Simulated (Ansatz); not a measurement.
**CH5AlO2S: one molecule under many settings**

Aim: run CH5AlO2S under a spread of inputs, and see what each costs and gives.

Computed with Ansatz 0.2.0, Gaussian basis. Level: the settings change from run to run.

**1. The relaxed structure**

The structure was relaxed beforehand with PBE0-D4 in a triple-zeta def2 set.

SMILES `C[O][Al]([OH])[SH]`, 10 atoms, charge 0, spin multiplicity 1.

Atoms are counted from 1 here; the program's logs count them from 0.

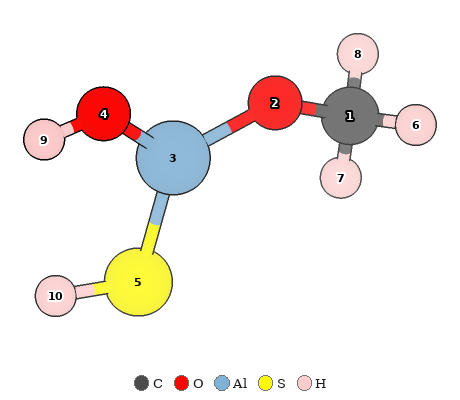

The structure; carbon dark grey, oxygen red, aluminium light blue, sulfur yellow, hydrogen pink; atoms are numbered from 1 in the order of the file.

**2. wPBEh/def2-mTZVPP**

This run has a grid of angular degree 47.

in.yaml reads:

```yaml
crystal:
  periodic: [false, false, false]
  atoms:
    - {symbol: C, position_ang: [-0.566403, 0.650992, 1.788817]}
    - {symbol: O, position_ang: [-0.293866, -0.412154, 0.924348]}
    - {symbol: Al, position_ang: [0.218271, -0.557820, -0.661634]}
    - {symbol: O, position_ang: [0.405007, -2.112442, -1.284877]}
    - {symbol: S, position_ang: [0.605409, 1.265941, -1.797439]}
    - {symbol: H, position_ang: [0.064983, 0.579785, 2.680291]}
    - {symbol: H, position_ang: [-0.389167, 1.630017, 1.325902]}
    - {symbol: H, position_ang: [-1.612133, 0.614226, 2.110691]}
    - {symbol: H, position_ang: [0.690345, -2.310630, -2.173590]}
    - {symbol: H, position_ang: [0.960555, 0.600986, -2.909611]}
basis:
  gaussian: {orbitals: def2-mTZVPP, final_grid: {core_spheres: 20, valence_spheres: 16, degree: 47}}
hamiltonian: {xc: {name: wPBEh}}
output: {forces: true}
```

The run is started by

```
$ ansatz run in.yaml --threads 4 --pin off --events-out ev --progress --plain --max-ram 10444MiB
```

Log (excerpt; [...] marks lines left out):

```text
Functional definition: wPBEh
  name "wPBEh"
  cite "Heyd, Scuseria & Ernzerhof, J. Chem. Phys. 118, 8207 (2003) doi:10.1063/1.1564060"
  cite "Krukau, Vydrov, Izmaylov & Scuseria, J. Chem. Phys. 125, 224106 (2006) doi:10.1063/1.2404663"
  cite "Heyd & Scuseria, J. Chem. Phys. 120, 7274 (2004) doi:10.1063/1.1668634"
  cite "Ernzerhof & Perdew, J. Chem. Phys. 109, 3313 (1998) doi:10.1063/1.476928"
  cite "Perdew, Burke & Ernzerhof, Phys. Rev. Lett. 77, 3865 (1996) doi:10.1103/PhysRevLett.77.3865"
  parent pbe
[...]
1284 factors; integrals over basis functions are off by at most 1.2e-3 eV
114 factors; integrals over basis functions are off by at most 5.6e-7 eV
[...]
mean field -22639.90372880 eV, -832.0011161556 hartree, gradient 5.4e-6 eV, S^2 0.000000; 0 other end points of the search recorded, 0 dependent functions left out
[...]
reference -22639.90376857 eV, -832.0011176169 hartree; 28, 28 occupied and 113, 113 virtual orbitals, 1284 factors
Total energy: -22639.90376857 eV, -832.0011176169 hartree
Atom 0 at    -0.566403     0.650992     1.788817 Å, force    -0.024035     0.100480     0.076596 eV/Å
Atom 1 at    -0.293866    -0.412154     0.924348 Å, force    -0.045190    -0.107126     0.133229 eV/Å
Atom 2 at     0.218271    -0.557820    -0.661634 Å, force     0.019850     0.151632    -0.051537 eV/Å
Atom 3 at     0.405007    -2.112442    -1.284877 Å, force     0.008782    -0.194478    -0.034792 eV/Å
Atom 4 at     0.605409     1.265941    -1.797439 Å, force    -0.004700     0.102355     0.015815 eV/Å
Atom 5 at     0.064983     0.579785     2.680291 Å, force     0.004490    -0.002311     0.006522 eV/Å
Atom 6 at    -0.389167     1.630017     1.325902 Å, force     0.001788     0.005232    -0.003006 eV/Å
Atom 7 at    -1.612133     0.614226     2.110691 Å, force    -0.008312    -0.002785     0.003634 eV/Å
Atom 8 at     0.690345    -2.310630    -2.173590 Å, force     0.015853    -0.029000    -0.049358 eV/Å
Atom 9 at     0.960555     0.600986    -2.909611 Å, force     0.031475    -0.023999    -0.097103 eV/Å
Dipole moment:     0.070158     0.050041    -0.218438 e Å
```

Run time: 3.3 s. Hardware: 4 threads of Arm Neoverse V1, shared host.

Largest force 0.198 eV/Å, dipole 1.13 D.

**3. PBEsol/x2c-TZVPPall**

This run has a grid of angular degree 11, relativity set to scalar.

Changes to in.yaml since step 2:

```diff
@@ -14,4 +14,4 @@
 basis:
-  gaussian: {orbitals: def2-mTZVPP, final_grid: {core_spheres: 20, valence_spheres: 16, degree: 47}}
-hamiltonian: {xc: {name: wPBEh}}
+  gaussian: {orbitals: x2c-TZVPPall, final_grid: {core_spheres: 5, valence_spheres: 4, degree: 11}}
+hamiltonian: {xc: {name: PBEsol}, pseudopotentials: {relativity: scalar}}
 output: {forces: true}
```

Same command.

Log (excerpt; [...] marks lines left out):

```text
Functional definition: PBEsol
  name "PBEsol"
  cite "Perdew et al., Phys. Rev. Lett. 100, 136406 (2008) doi:10.1103/PhysRevLett.100.136406"
  cite "Perdew, Burke & Ernzerhof, Phys. Rev. Lett. 77, 3865 (1996) doi:10.1103/PhysRevLett.77.3865"
  parent pbesol
[...]
1336 factors; their error is unknown
[...]
mean field -22633.31114647 eV, -831.7588432236 hartree, gradient 4.2e-5 eV, S^2 0.000000; 0 other end points of the search recorded, 0 dependent functions left out
[...]
reference -22633.31118196 eV, -831.7588445276 hartree; 28, 28 occupied and 219, 219 virtual orbitals, 1336 factors
Total energy: -22633.31118196 eV, -831.7588445276 hartree
Relativity: scalar
Atom 0 at    -0.566403     0.650992     1.788817 Å, force    -0.040754    -0.010457     0.122161 eV/Å
Atom 1 at    -0.293866    -0.412154     0.924348 Å, force    -0.003024    -0.252852    -0.011493 eV/Å
Atom 2 at     0.218271    -0.557820    -0.661634 Å, force     0.062002     0.060973    -0.184563 eV/Å
Atom 3 at     0.405007    -2.112442    -1.284877 Å, force    -0.169256    -0.106556     0.517963 eV/Å
Atom 4 at     0.605409     1.265941    -1.797439 Å, force    -0.089026     0.185603     0.293286 eV/Å
Atom 5 at     0.064983     0.579785     2.680291 Å, force     0.182095    -0.009888     0.199609 eV/Å
Atom 6 at    -0.389167     1.630017     1.325902 Å, force     0.072096     0.308008    -0.207505 eV/Å
Atom 7 at    -1.612133     0.614226     2.110691 Å, force    -0.267224    -0.007436     0.057512 eV/Å
Atom 8 at     0.690345    -2.310630    -2.173590 Å, force     0.164804    -0.084212    -0.514354 eV/Å
Atom 9 at     0.960555     0.600986    -2.909611 Å, force     0.088289    -0.083183    -0.272616 eV/Å
Dipole moment:     0.071686     0.044957    -0.223269 e Å
```

Wall time 1.6 s (4 threads of Arm Neoverse V1, shared host).

Largest force 0.555 eV/Å, dipole 1.15 D.

**4. B3LYP/def2-SVPD**

Options: D3(BJ) with three-body dispersion.

Changes to in.yaml since step 3:

```diff
@@ -14,4 +14,4 @@
 basis:
-  gaussian: {orbitals: x2c-TZVPPall, final_grid: {core_spheres: 5, valence_spheres: 4, degree: 11}}
-hamiltonian: {xc: {name: PBEsol}, pseudopotentials: {relativity: scalar}}
+  gaussian: {orbitals: def2-SVPD}
+hamiltonian: {xc: {name: B3LYP}, dispersion: d3bjatm}
 output: {forces: true}
```

Same command.

Log (excerpt; [...] marks lines left out):

```text
Functional definition: B3LYP
  name "B3LYP"
  cite "Stephens, Devlin, Chabalowski & Frisch, J. Phys. Chem. 98, 11623 (1994) doi:10.1021/j100096a001"
  cite "Becke, Phys. Rev. A 38, 3098 (1988) doi:10.1103/PhysRevA.38.3098"
  cite "Lee, Yang & Parr, Phys. Rev. B 37, 785 (1988) doi:10.1103/PhysRevB.37.785"
  cite "Vosko, Wilk & Nusair, Can. J. Phys. 58, 1200 (1980) doi:10.1139/p80-159"
[...]
1372 factors; their error is unknown
[...]
mean field -22641.13940560 eV, -832.0465264404 hartree, gradient 7.0e-5 eV, S^2 0.000000; 0 other end points of the search recorded, 0 dependent functions left out
[...]
reference -22641.13970207 eV, -832.0465373353 hartree; 28, 28 occupied and 129, 129 virtual orbitals, 1372 factors
Total energy: -22641.48706658 eV, -832.0593027457 hartree
Atom 0 at    -0.566403     0.650992     1.788817 Å, force    -0.026054     0.008218     0.083904 eV/Å
Atom 1 at    -0.293866    -0.412154     0.924348 Å, force    -0.132005    -0.090603     0.400490 eV/Å
Atom 2 at     0.218271    -0.557820    -0.661634 Å, force     0.059813     0.355770    -0.167947 eV/Å
Atom 3 at     0.405007    -2.112442    -1.284877 Å, force     0.029411    -0.479919    -0.107115 eV/Å
Atom 4 at     0.605409     1.265941    -1.797439 Å, force    -0.035451     0.267896     0.115880 eV/Å
Atom 5 at     0.064983     0.579785     2.680291 Å, force     0.139074    -0.007981     0.200125 eV/Å
Atom 6 at    -0.389167     1.630017     1.325902 Å, force     0.044675     0.200068    -0.118895 eV/Å
Atom 7 at    -1.612133     0.614226     2.110691 Å, force    -0.233362    -0.001601     0.074840 eV/Å
Atom 8 at     0.690345    -2.310630    -2.173590 Å, force     0.071161    -0.158239    -0.224041 eV/Å
Atom 9 at     0.960555     0.600986    -2.909611 Å, force     0.082737    -0.093608    -0.257241 eV/Å
Dipole moment:     0.070581     0.075695    -0.218987 e Å
```

Wall time 2.7 s (4 threads of Arm Neoverse V1, shared host).

Largest force 0.493 eV/Å, dipole 1.16 D.

**5. SVWN5/def2-mTZVPP**

Changes to in.yaml since step 4:

```diff
@@ -14,4 +14,3 @@
 basis:
-  gaussian: {orbitals: def2-SVPD}
-hamiltonian: {xc: {name: B3LYP}, dispersion: d3bjatm}
-output: {forces: true}
+  gaussian: {orbitals: def2-mTZVPP}
+hamiltonian: {xc: {name: SVWN5}}
```

The command is unchanged.

Log:

```text
Functional definition: SVWN5
  name "SVWN5"
  cite "Dirac, Proc. Camb. Phil. Soc. 26, 376 (1930) doi:10.1017/S0305004100016108"
  cite "Slater, Phys. Rev. 81, 385 (1951) doi:10.1103/PhysRev.81.385"
  cite "Vosko, Wilk & Nusair, Can. J. Phys. 58, 1200 (1980) doi:10.1139/p80-159"
  exchange = slater_x
  correlation = vwn5_c
1255 factors; their error is unknown
mean field evaluation 1: about -22530.1230 eV, gradient 9.4e1 eV
mean field evaluation 2: about -22434.6519 eV, gradient 2.2e2 eV
mean field evaluation 4: about -22544.9831 eV, gradient 2.2e1 eV
mean field evaluation 8: about -22545.9210 eV, gradient 1.7e-1 eV
mean field evaluation 16: about -22545.8902 eV, gradient 1.6e-4 eV
mean field -22545.89020093 eV, -828.5461827310 hartree, gradient 3.1e-5 eV, S^2 0.000000; 0 other end points of the search recorded, 0 dependent functions left out
reference -22545.89023884 eV, -828.5461841239 hartree; 28, 28 occupied and 113, 113 virtual orbitals, 1255 factors
Total energy: -22545.89023884 eV, -828.5461841239 hartree
```

Wall time 0.75 s (4 threads of Arm Neoverse V1, shared host).

**6. r2SCAN/cc-pVDZ**

This run has rVV10 dispersion, high accuracy.

Changes to in.yaml since step 5:

```diff
@@ -14,3 +14,4 @@
 basis:
-  gaussian: {orbitals: def2-mTZVPP}
-hamiltonian: {xc: {name: SVWN5}}
+  gaussian: {orbitals: cc-pVDZ}
+hamiltonian: {xc: {name: r2SCAN}, dispersion: rvv10}
+accuracy: high
```

The command is unchanged.

Log (excerpt; [...] marks lines left out):

```text
Functional definition: r2SCAN+rVV10
  name "r2SCAN+rVV10"
  cite "Furness, Kaplan, Ning, Perdew & Sun, J. Phys. Chem. Lett. 11, 8208 (2020) doi:10.1021/acs.jpclett.0c02405"
  cite "Furness, Kaplan, Ning, Perdew & Sun, J. Phys. Chem. Lett. 11, 9248 (2020) doi:10.1021/acs.jpclett.0c03077"
  cite "Vydrov & Van Voorhis, J. Chem. Phys. 133, 244103 (2010) doi:10.1063/1.3521275"
  cite "Sabatini, Gorni & de Gironcoli, Phys. Rev. B 87, 041108(R) (2013) doi:10.1103/PhysRevB.87.041108"
  cite "Ning et al., Phys. Rev. B 106, 075422 (2022) doi:10.1103/PhysRevB.106.075422"
  parent "r2scan"
[...]
2382 factors; integrals over basis functions are off by at most 8.1e-9 eV
[...]
mean field -22642.22807884 eV, -832.0865344439 hartree, gradient 5.8e-8 eV, S^2 0.000000; 0 other end points of the search recorded, 0 dependent functions left out
reference -22642.22807980 eV, -832.0865344790 hartree; 28, 28 occupied and 75, 75 virtual orbitals, 2382 factors
Total energy: -22642.22807980 eV, -832.0865344790 hartree
```

Run time: 22 s. Hardware: 4 threads of Arm Neoverse V1, shared host.

(Part 1 of 2 ends here.)
